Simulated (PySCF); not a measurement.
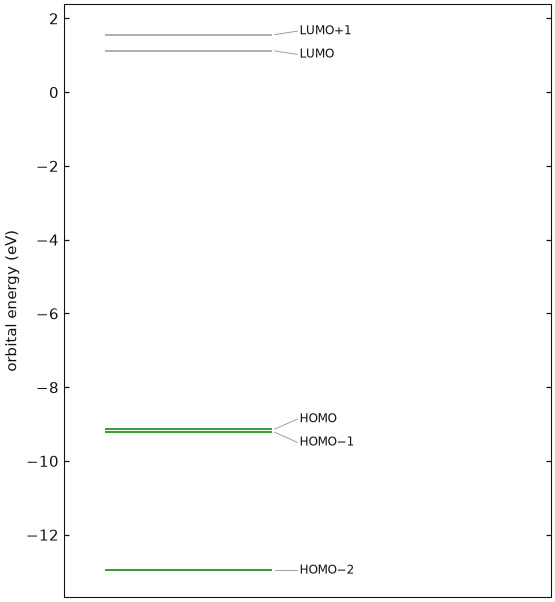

Kohn-Sham orbital energies near the frontier, CAM-B3LYP/def2-SVPD in PySCF 2.14.0, at a GFN2-xTB geometry (no frequency check), isolated molecule; empty levels in grey, levels within 0.03 eV side by side.

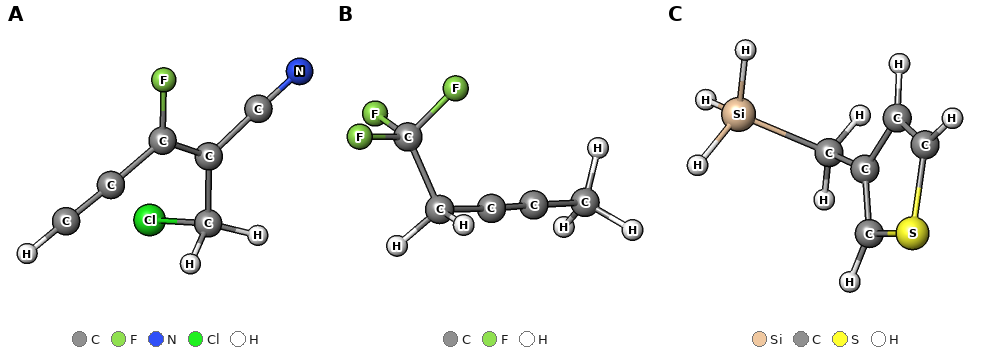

Question: Which molecule has this level scheme? Choose among the lettered structures.

Answer: Structure B, C₅H₅F₃, SMILES CC#CCC(F)(F)F. HOMO −9.14 eV, LUMO 1.12 eV, separation 10.26 eV.

Known limits of this run: the tight-binding geometry is rougher than a DFT one and adds to the error; empty levels above zero depend strongly on the basis.
